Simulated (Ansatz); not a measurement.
**Run report: CH8B2O2Si, nudged elastic band (part 2 of 2)**

CH8B2O2Si; RKS B3LYP/6-31G* (Ansatz 0.2.0). The run did not end well. It belongs to a series of runs on one base structure; here: band between the two ends.

Geometry of the input (Å):
```
B  -1.7179  -1.3703  0.8286
O  -0.4442  -0.9168  0.8957
C  0.1116  -0.0609  -0.0976
Si 1.8118  -0.7824  -0.6355
O  0.3317  1.2112  0.5037
B  -0.3747  2.3104  0.1495
H  -2.0766  -2.0844  1.7151
H  -2.4213  -1.0581  -0.0926
H  -0.6021  0.0462  -0.9273
H  2.4090  0.1192  -1.6547
H  1.5887  -2.1281  -1.2252
H  2.6920  -0.8763  0.5526
H  -0.1031  3.3242  0.7179
H  -1.2179  2.2368  -0.7017
```

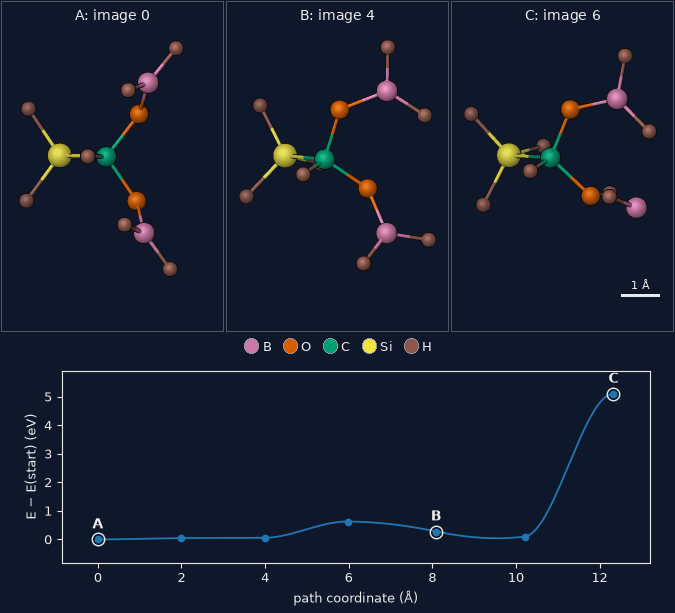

Figure 1. Images of the last band (counted from 0; ball-and-stick, seen at a tilt) above the energy along the path; the line is a cubic interpolation that uses the forces. No image lies above both ends; the end is 5.101 eV above the start. The path is 12.33 Å long. The band had not converged after 60 iterations.

```
Unfinished report: {"positions_ang":[[-1.420719872987645,-1.1336121499506633,1.1437281641774115],[-0.9509436256312209,-1.2112018198272252,-0.125109652973999],[-0.09997960411925572,-0.2398522444953635,-0.7587188608369967],[1.7240527695790384,-0.8551562950347433,-0.6233305547659982],[-0.20679803949784906,1.0248441015588379,-0.2311685081456971],[-0.5298700039455785,2.2645648491622157,0.16143844733539398],[-2.108356562929757,-2.0482147919494316,1.4889336979372032],[-1.1696424730792057,-0.206033597737693,1.8518876142722063],[-0.4439860091941026,-0.21655388073406565,-1.8000734465994164],[2.615414154895755,0.10653209287779687,-1.3209887612354323],[1.8347020971212487,-2.197553843025729,-1.2464466802400183],[2.0635802672544528,-0.9223847615974973,0.8196154466920398],[-1.151974910460868,2.41061491378564,1.1764030012662132],[-0.16847817700501122,3.194706446967921,-0.5074698968829106]],"unchecked":["starts","cluster_reference","orbital_swaps","neighbouring_geometries","increment"],"mean_field":{"relativity":"none","state":{"energy":{"ev":-14492.340247788708,"hartree":-532.583680845199},"converged":true,"gradient_ev":0.000010571832725436074,"stability":{"kind":"minimum","curvature_ev":39.909440273067105},"curvature_floor_ev":0.00030000000000000003,"spin_squared":-2.1316282072803006e-14},"others":[],"fillings":{"estimated":0,"unestimated":0,"tried":0,"untried":0,"excluded_magnetic_sites":0},"n_dropped_functions":0,"n_trapped_functions":0,"passes":{"evaluations":4,"products":25},"factors":{"origin":"Cholesky decomposition","count":1213,"bound_ev":0.0007490137704038261},"gradient_stop_ev":0.00009,"reference_kind":"stationary","functional":{"name":"B3LYP","citations":["Stephens, Devlin, Chabalowski & Frisch, J. Phys. Chem. 98, 11623 (1994) doi:10.1021/j100096a001","Becke, Phys. Rev. A 38, 3098 (1988) doi:10.1103/PhysRevA.38.3098","Lee, Yang & Parr, Phys. Rev. B 37, 785 (1988) doi:10.1103/PhysRevB.37.785","Vosko, Wilk & Nusair, Can. J. Phys. 58, 1200 (1980) doi:10.1139/p80-159"],"text":"name \"B3LYP\"\ncite \"Stephens, Devlin, Chabalowski & Frisch, J. Phys. Chem. 98, 11623 (1994) doi:10.1021/j100096a001\"\ncite \"Becke, Phys. Rev. A 38, 3098 (1988) doi:10.1103/PhysRevA.38.3098\"\ncite \"Lee, Yang & Parr, Phys. Rev. B 37, 785 (1988) doi:10.1103/PhysRevB.37.785\"\ncite \"Vosko, Wilk & Nusair, Can. J. Phys. 58, 1200 (1980) doi:10.1139/p80-159\"\nparameter a0 = 0.2\nparameter ax = 0.72\nparameter ac = 0.81\nexchange = (1 - a0 - ax)*slater_x + ax*b88_x + a0*exact_x\ncorrelation = (1 - ac)*vwn_rpa_c + ac*lyp_c\n","parameters":{"a0":{"value":0.2,"default":0.2},"ac":{"value":0.81,"default":0.81},"ax":{"value":0.72,"default":0.72}},"final_grid":{"core_spheres":13.0,"valence_spheres":11.0,"degree":36.0},"final_grid_parameter_source":"default","radial_points_factor":1.0,"radial_grid_error_ev":6.729326096032238e-7,"grid_sensitivity":"normal","grid_sensitivity_ratio":0.0013437628806248659},"unsmoothed_excess_ev":-0.0002924285691334034,"symmetry":{"irreps":["A"],"axes":[[0.9998484532344226,-0.014029451747545824,0.010307523873157755],[0.013753859669318783,0.9995584669401713,0.02633823290220988],[-0.010672483728219962,-0.026192473191312966,0.9995999461980741]],"occupied":[{"A":27},{"A":27}]},"held":{"pivots":1213,"left_out":0,"joined":0},"density_repulsion":{"missed_ev":0.00005230376072707454,"excess_ev":0.0,"most_excess_ev":0.0001458,"are_drawn_again":false,"n_first_factors":1213,"energy_change_ev":0.0,"n_dropped_ends":0}},"factors":{"origin":"Cholesky decomposition","count":1213,"bound_ev":0.0007490137704038261},"n_frozen":0,"n_occupied":[27,27],"n_virtual":[83,83],"reference":{"ev":-14492.340247788708,"hartree":-532.583680845199},"total":{"ev":-14492.340247788708,"hartree":-532.583680845199},"forces_ev_per_angstrom":[[-0.042962440123366225,0.017005571920516535,-0.0822138432308588],[0.038606734025191776,0.04463752333354381,0.04929228386771422],[-0.035627087878128565,-0.06302110193670135,0.011569148261654954],[-0.0028912072075542765,0.00880601983321796,-0.01201621629588926],[0.03810601136871154,-0.0011850313671952209,0.029275656502421758],[-0.06133736075522794,-0.0016400171610153004,-0.030554034345621057],[0.02139766203004568,-0.015608964110192849,0.007516148328193516],[0.011104698747452018,-0.001971118799908301,0.017907195638189936],[0.0020752906763320954,0.008428118157462793,0.002847202215998255],[0.0012411926067033242,-0.0018713125698523597,-0.0043511796884937596],[-0.002450438557726813,0.00014864128422224391,-0.0012076452566400935],[-0.0003281604435376525,-0.000797890112717796,-0.0009152367589841203],[0.006333737414558646,0.007085897274229274,0.0026537953766468027],[0.026731368102389973,-0.000016335751445192602,0.010196725388065523]],"charge_distribution":{"dipole_moment_e_ang":[0.2324168972010882,-0.04810638287535059,-0.2592888585172591],"mulliken_charges_e":[0.17083634769599687,-0.36934528007674494,0.17757821972416377,0.36193303646752817,-0.3404497845144814,0.18318246267953953,-0.04223802996906145,-0.033782786564882095,0.1661461952551171,-0.05940144028462324,-0.054518603821730016,-0.05335009489008824,-0.04993332106591075,-0.0566569206348595],"lowdin_charges_e":[-0.18676401905232343,0.07791494765204732,-0.07949592034364539,0.2847010311977236,0.09865463051768142,-0.14690921711208382,0.003605268538268258,0.00920804479675219,0.1271584614172261,-0.06124292520342234,-0.058226413906134145,-0.054252472284481934,-0.006032000619236033,-0.008319415598494695]},"n_threads":2,"memory_gib":2.556818182580173,"seconds":{"hamiltonian":1.70272118,"orbitals":0.0,"second_order":0.0,"solver_start":0.0,"cycles":0.0,"cycle":0.0,"perturbative":0.0,"full_ci_increment":0.0,"forces":0.0}}
this run last wrote the band of iteration 60 to [file]
Error: NEB band did not converge after 60 iterations: max|band force component| = 8.44e-2 eV/Å (threshold 5.0e-2); raise `neb.max_iterations` in a new run, which can start from the last band evaluated (`neb.initial_path`, with `crystal.atoms` and `neb.final_atoms` set to its first and last images), add images, or start from endpoints closer to local minima. Where this run's directory can be resumed (`checkpoint.write`), a resume goes on for up to `neb.max_iterations` more; to start a new run from the last band, take its images' positions from the `neb_iteration` event of iteration 60 (`data.images[].positions_ang`), in the event stream of the run that computed that iteration (not this run's, if it was resumed behind it). With `checkpoint.write`, `steps/00-neb/state/checkpoint.json` in the run directory holds the last saved band, under `neb.evaluated.images[].positions_ang` (a band under a hybrid functional on support functions is neither saved nor resumed: `neb.initial_path` says where its path is): check the last entry of `neb.iterations` there, which is earlier than 60 if that iteration was not saved or its write failed. If the band's step has no `state` directory and holds `state.next`, a write was cut short, and the file is under `state.next` instead (behind a loss of power it can be under `state.prev`)
this run wrote the band of iteration 60 to [file] as well, whether or not its events were kept: a new run's `neb.initial_path` can list its `images[].positions_ang`
a run's events are kept only if it was started with --events-out <file>, and are in that file
```

The last band as extended XYZ (Å, eV, eV/Å)
```
14
Properties=species:S:1:pos:R:3:forces:R:3 image=0 energy=-14492.96714
B    -1.7179   -1.3703    0.8286    0.0121  -0.0039   0.0017
O    -0.4442   -0.9168    0.8957   -0.0192   0.0048   0.0036
C     0.1116   -0.0609   -0.0976    0.0117  -0.0080  -0.0097
Si    1.8118   -0.7824   -0.6355   -0.0059  -0.0002  -0.0013
O     0.3317    1.2112    0.5037   -0.0143   0.0077  -0.0022
B    -0.3747    2.3104    0.1495    0.0113  -0.0044   0.0015
H    -2.0766   -2.0844    1.7151   -0.0030  -0.0021   0.0003
H    -2.4213   -1.0581   -0.0926    0.0009  -0.0001   0.0008
H    -0.6021    0.0462   -0.9273    0.0043   0.0021   0.0083
H     2.4090    0.1192   -1.6547    0.0005   0.0018  -0.0012
H     1.5887   -2.1281   -1.2252    0.0013   0.0015  -0.0009
H     2.6920   -0.8763    0.5526    0.0000  -0.0006  -0.0006
H    -0.1031    3.3242    0.7179   -0.0013   0.0014  -0.0016
H    -1.2179    2.2368   -0.7017    0.0016   0.0001   0.0012
14
Properties=species:S:1:pos:R:3:forces:R:3 image=1 energy=-14492.91966
B    -1.7278   -1.1267    1.0362    0.0063   0.0006   0.0031
O    -0.5489   -1.2640    0.3829   -0.0066   0.0012   0.0008
C     0.1015   -0.2081   -0.3290    0.0090   0.0055   0.0126
Si    1.9168   -0.7755   -0.6108    0.0013  -0.0001   0.0011
O     0.1028    0.9868    0.4445    0.0086  -0.0061  -0.0091
B    -0.5158    2.1200    0.0351   -0.0262  -0.0081   0.0149
H    -2.1413   -2.1133    1.5672   -0.0009  -0.0006   0.0012
H    -2.3146   -0.0844    1.0649   -0.0161   0.0054  -0.0123
H    -0.4470   -0.0308   -1.2637   -0.0040  -0.0050   0.0022
H     2.6467    0.3038   -1.3258   -0.0002   0.0012  -0.0051
H     1.9152   -2.0123   -1.4327    0.0020   0.0012  -0.0021
H     2.5370   -1.0300    0.7111    0.0060   0.0016  -0.0027
H    -0.4516    3.0585    0.7695    0.0124   0.0018  -0.0034
H    -1.0860    2.1468   -1.0207    0.0083   0.0013  -0.0012
14
Properties=species:S:1:pos:R:3:forces:R:3 image=2 energy=-14492.91270
B    -1.4919   -1.2487    1.0861    0.0071  -0.0068  -0.0046
O    -0.9584   -1.0805   -0.1491    0.0151   0.0025   0.0147
C    -0.0100   -0.0912   -0.5333   -0.0119   0.0091   0.0058
Si    1.7641   -0.8349   -0.4555    0.0096  -0.0062  -0.0010
O    -0.0658    1.0463    0.3194   -0.0071  -0.0054   0.0044
B    -0.5650    2.2387   -0.0853    0.0062  -0.0055  -0.0044
H    -2.2577   -2.1610    1.1835   -0.0017  -0.0051  -0.0068
H    -1.2095   -0.5364    2.0012   -0.0116   0.0005   0.0029
H    -0.2928    0.2056   -1.5511   -0.0022   0.0113   0.0035
H     2.7361    0.1854   -0.9266   -0.0015   0.0037   0.0027
H     1.8310   -2.0340   -1.3285   -0.0056   0.0031  -0.0055
H     2.0432   -1.2075    0.9528   -0.0012  -0.0033   0.0011
H    -0.5855    3.1114    0.7280    0.0157   0.0124  -0.0020
H    -0.9508    2.3775   -1.2129   -0.0108  -0.0104  -0.0108
14
Properties=species:S:1:pos:R:3:forces:R:3 image=3 energy=-14492.33995
B    -1.4207   -1.1336    1.1437   -0.0430   0.0170  -0.0822
O    -0.9509   -1.2112   -0.1251    0.0386   0.0446   0.0493
C    -0.1000   -0.2399   -0.7587   -0.0356  -0.0630   0.0116
Si    1.7241   -0.8552   -0.6233   -0.0029   0.0088  -0.0120
O    -0.2068    1.0248   -0.2312    0.0381  -0.0012   0.0293
B    -0.5299    2.2646    0.1614   -0.0613  -0.0016  -0.0306
H    -2.1084   -2.0482    1.4889    0.0214  -0.0156   0.0075
H    -1.1696   -0.2060    1.8519    0.0111  -0.0020   0.0179
H    -0.4440   -0.2166   -1.8001    0.0021   0.0084   0.0028
H     2.6154    0.1065   -1.3210    0.0012  -0.0019  -0.0044
H     1.8347   -2.1976   -1.2464   -0.0024   0.0001  -0.0012
H     2.0636   -0.9224    0.8196   -0.0003  -0.0008  -0.0009
H    -1.1520    2.4106    1.1764    0.0063   0.0071   0.0027
H    -0.1685    3.1947   -0.5075    0.0267   0.0000   0.0102
14
Properties=species:S:1:pos:R:3:forces:R:3 image=4 energy=-14492.68976
B    -1.5367   -1.1447    1.2142   -0.0185  -0.0136   0.0232
O    -0.5577   -0.3916    0.6835    0.0889   0.2384   0.2244
C    -0.0424   -0.1480   -0.5978    0.0214  -0.0104   0.0273
Si    1.7711   -0.8294   -0.6283    0.0092   0.0096  -0.0049
O    -0.0088    1.2533   -0.8333    0.0648   0.0574  -0.1355
B    -0.4618    2.2600   -0.0469    0.0127   0.0200  -0.0595
H    -2.1383   -1.9826    0.6091   -0.0050   0.0160  -0.2182
H    -1.7305   -0.8976    2.3635   -0.1347  -0.1822   0.1388
H    -0.6758   -0.5738   -1.3876   -0.0752  -0.0884   0.1120
H     2.6353    0.0320   -1.4698   -0.0048  -0.0189  -0.0570
H     1.7675   -2.2207   -1.1541   -0.0299  -0.0027   0.0079
H     2.2473   -0.8298    0.7764    0.0488   0.0255  -0.0197
H    -1.0026    2.0952    1.0058    0.0368  -0.0844  -0.0450
H    -0.2795    3.3485   -0.5059   -0.0144   0.0337   0.0062
14
Properties=species:S:1:pos:R:3:forces:R:3 image=5 energy=-14492.86669
B    -1.5625   -0.7730    1.1625    0.0820  -0.0356  -0.0170
O    -0.2677   -0.7404    0.7514    0.0375   0.0178  -0.0036
C     0.0983   -0.2723   -0.5303    0.0074   0.0056  -0.0049
Si    1.9114   -0.8491   -0.8048    0.0031   0.0105  -0.0166
O     0.0413    1.1591   -0.6158    0.0024   0.0087  -0.0178
B    -0.6528    1.9895    0.1895    0.0204   0.0143  -0.0086
H    -2.4595   -0.6097    0.3819    0.0234  -0.0496   0.0333
H    -1.6897   -1.0201    2.3174   -0.2457  -0.0452   0.1152
H    -0.6071   -0.6519   -1.2815    0.0018   0.0060  -0.0059
H     2.4500   -0.2859   -2.0675   -0.0036   0.0008  -0.0252
H     1.9126   -2.3339   -0.8695    0.0067   0.0095  -0.0074
H     2.7098   -0.3886    0.3569    0.0136   0.0173  -0.0264
H    -1.2939    1.5975    1.1256    0.0266   0.0259  -0.0027
H    -0.6032    3.1495   -0.0871    0.0244   0.0140  -0.0125
14
Properties=species:S:1:pos:R:3:forces:R:3 image=6 energy=-14487.86615
B    -2.0971   -0.5538    1.3241   -0.0024   0.0010   0.0021
O    -0.5287   -0.8801    0.7237    0.0093   0.0059   0.0045
C     0.0495   -0.2921   -0.4925   -0.0015  -0.0061   0.0050
Si    1.8644   -0.8775   -0.7611    0.0037   0.0008  -0.0019
O    -0.0016    1.1175   -0.4673    0.0015   0.0012  -0.0047
B    -0.8010    1.8791    0.3238   -0.0036   0.0026   0.0022
H    -2.6008   -0.3648    0.2051   -0.0021  -0.0004   0.0002
H     0.0377   -0.7833    1.5103   -0.0039  -0.0032  -0.0086
H    -0.6390   -0.6448   -1.2656   -0.0001   0.0012  -0.0023
H     2.4545   -0.1881   -1.9323    0.0008   0.0012   0.0006
H     1.8558   -2.3471   -0.9613   -0.0022  -0.0005  -0.0004
H     2.6051   -0.5347    0.4814   -0.0021   0.0008   0.0025
H    -1.4364    1.3881    1.2289    0.0010   0.0007   0.0020
H    -0.7754    3.0525    0.1115    0.0014  -0.0052  -0.0012
```

What the run reported

| quantity | value |
| --- | --- |
| outcome | not converged |
| barrier, forward (band not converged) | 0.627 eV |
| barrier, backward | −4.474 eV |
| hardware | 2 threads of AMD EPYC (Zen 5), 16 GiB of memory available, shared host |
| wall time | 8.7 min (CPU time 17 min) |
| peak memory | 0.3 GiB |

Diagnosis

The run did not converge: “NEB band did not converge after 60 iterations: max|band force component| = 8.44e-2 eV/Å (threshold 5.0e-2); raise `neb.max_iterations` in a new run, which can start from the last band evaluated (`neb.initial_path`, with `crystal.atoms` and `neb.final_atoms` set to its first and last images), add images, or start from endpoints closer to local minima …” Its last values are not results.
